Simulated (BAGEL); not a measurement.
**RI-MP2/def2-TZVPPD (density fitting with cc-pvqz-jkfit) run of AlH (SMILES [AlH])**

Aim: the energy change on altering one bond length of AlH at RI-MP2/def2-TZVPPD (density fitting with cc-pvqz-jkfit), from 2 runs. 

The results are computed with BAGEL 1.2.2.

4 further runs of the same task are left out: 4 set aside as unsound or not needed.

## 1. The molecule

AlH: 2 atoms, total charge 0, spin state singlet. As SMILES, `[AlH]`. Geometry: relaxed at PBE0-D4/def2-TZVP.

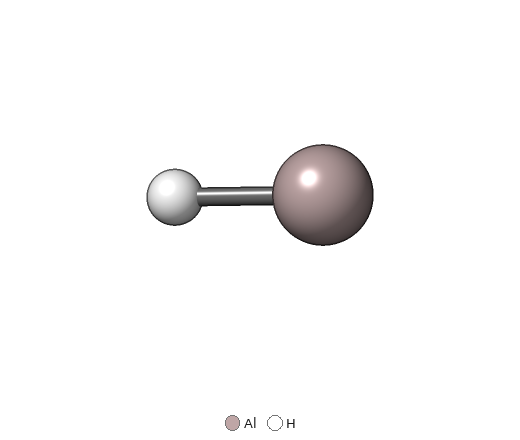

The structure, seen from a chosen angle (aluminium light grey, hydrogen white).

## 2. A single-point energy at RI-MP2/def2-TZVPPD (density fitting with cc-pvqz-jkfit)

File job.json:

```json
{ "bagel": [

{
  "title": "molecule",
  "basis": "def2-tzvppd.json",
  "df_basis": "cc-pvqz-jkfit",
  "angstrom": true,
  "geometry": [
    { "atom": "Al", "xyz": [       0.000000,       0.000000,      -0.025640 ] },
    { "atom": "H", "xyz": [       0.000000,       0.000000,       1.639110 ] }
  ]
},

{ "title": "hf" },

{ "title": "mp2", "ncore": 5 }

]}
```

The basis set def2-TZVPPD is read from a file made from the Basis Set Exchange's data (not shown).

Launch:

```console
$ BAGEL_NUM_THREADS=1 BAGEL job.json > job.out
```

Log:

```text
* using 1 threads per process

  ===============================================================
  ===============================================================

  *** Geometry ***

  { "atom" : "Al", "xyz" : [      0.000000,      0.000000,     -0.048453 ] },
  { "atom" : "H", "xyz" : [      0.000000,      0.000000,      3.097469 ] },

  Number of auxiliary basis functions:      199

  Since a DF basis is specified, we compute 2- and 3-index integrals:
    o Being stored without compression. Storage requirement is 0.007 GB

  Number of basis functions:       65
  Number of electrons      :       14

    * METHOD: MOLECULE                             0.03

  *** RHF ***

  === Nuclear Repulsion ===
     4.1323344278

      * DIIS with orbital gradients will be used.

  === RHF iteration (def2-tzvppd.json) ===
      0       -242.44092742          0.00621732           0.00
      1       -242.45621106          0.00183381           0.00
      2       -242.45777885          0.00045074           0.00
      3       -242.45791197          0.00007062           0.00
      4       -242.45791755          0.00002390           0.00
      5       -242.45791824          0.00000565           0.00
      6       -242.45791828          0.00000071           0.00
      7       -242.45791828          0.00000010           0.00
      8       -242.45791828          0.00000002           0.00
      9       -242.45791828          0.00000000           0.00
    * SCF iteration converged.

    * Permanent dipole moment:
           (    0.000000,     0.000000,    -0.010289) a.u.

    * METHOD: HF                                   0.09

  *** RHF ***

  === Nuclear Repulsion ===
     4.1323344278

      * DIIS with orbital gradients will be used.

  === RHF iteration (def2-tzvppd.json) ===
      0       -242.45791828          0.00000000           0.00
    * SCF iteration converged.

    * Permanent dipole moment:
           (    0.000000,     0.000000,    -0.010289) a.u.

  === DF-MP2 calculation ===

    * freezing 5 orbitals
    * 3-index integral transformation done
    * assembly done

      MP2 correlation energy:   -0.0622735308      0.00

      MP2 total energy:       -242.5201918141

    * METHOD: MP2                                  0.01

  ===============================================================
```

It took 0.28 s on 1 thread of Arm Neoverse V2, shared host.

## 3. The distorted shape

File input.json:

```json
{ "bagel": [

{
  "title": "molecule",
  "basis": "def2-tzvppd.json",
  "df_basis": "cc-pvqz-jkfit",
  "angstrom": true,
  "geometry": [
    { "atom": "Al", "xyz": [    0.000000,    0.000000,   -0.857990 ] },
    { "atom": "H", "xyz": [    0.000000,    0.000000,    1.639110 ] }
  ]
},
{ "title": "hf" },
{ "title": "mp2", "ncore": 5 }

]}
```

The basis set def2-TZVPPD is read from a file made from the Basis Set Exchange's data (not shown).

Launch:

```console
$ BAGEL_NUM_THREADS=1 BAGEL input.json > input.out
```

Log:

```text
* using 1 threads per process

  ===============================================================
  ===============================================================

  *** Geometry ***

  { "atom" : "Al", "xyz" : [      0.000000,      0.000000,     -1.621366 ] },
  { "atom" : "H", "xyz" : [      0.000000,      0.000000,      3.097469 ] },

  Number of auxiliary basis functions:      199

  Since a DF basis is specified, we compute 2- and 3-index integrals:
    o Being stored without compression. Storage requirement is 0.007 GB

  Number of basis functions:       65
  Number of electrons      :       14

    * METHOD: MOLECULE                             0.03

  *** RHF ***

  === Nuclear Repulsion ===
     2.7549171994

      * DIIS with orbital gradients will be used.

  === RHF iteration (def2-tzvppd.json) ===
      0       -242.36866775          0.00740718           0.00
      1       -242.40009235          0.00203957           0.00
      2       -242.40173842          0.00066023           0.00
      3       -242.40207785          0.00013620           0.00
      4       -242.40209475          0.00002475           0.00
      5       -242.40209543          0.00000509           0.00
      6       -242.40209550          0.00000139           0.00
      7       -242.40209550          0.00000018           0.00
      8       -242.40209550          0.00000002           0.00
      9       -242.40209550          0.00000001           0.00
    * SCF iteration converged.

    * Permanent dipole moment:
           (    0.000000,    -0.000000,     1.589795) a.u.

    * METHOD: HF                                   0.08

  *** RHF ***

  === Nuclear Repulsion ===
     2.7549171994

      * DIIS with orbital gradients will be used.

  === RHF iteration (def2-tzvppd.json) ===
      0       -242.40209550          0.00000000           0.00
    * SCF iteration converged.

    * Permanent dipole moment:
           (    0.000000,    -0.000000,     1.589794) a.u.

  === DF-MP2 calculation ===

    * freezing 5 orbitals
    * 3-index integral transformation done
    * assembly done

      MP2 correlation energy:   -0.0632036826      0.00

      MP2 total energy:       -242.4652991844

    * METHOD: MP2                                  0.01

  ===============================================================
```

It took 0.28 s on 1 thread of Arm Neoverse V2, shared host.

## 4. Results

At RI-MP2/def2-TZVPPD (density fitting with cc-pvqz-jkfit), 5 core orbitals frozen:

```
                                                          quantity          value
                                         first shape: total energy  -242.52019 Eh
          first shape: correlation energy (5 core orbitals frozen)      -62.3 mEh
                                     distorted shape: total energy  -242.46530 Eh
      distorted shape: correlation energy (5 core orbitals frozen)      -63.2 mEh
energy change with the Al1–H2 bond stretched from 1.665 to 2.497 Å       1.494 eV
```

One bond (distorted shape) is far stretched, which a spin-restricted single reference describes badly; perturbation theory on it can break down and give far too much correlation. With the Al1–H2 bond stretched from 1.665 to 2.497 Å the energy rises by 1.49 eV (144 kJ/mol). The first shape isn't relaxed at this level, so the change isn't measured from a minimum. A restricted reference can't describe the breaking bond well at this length.
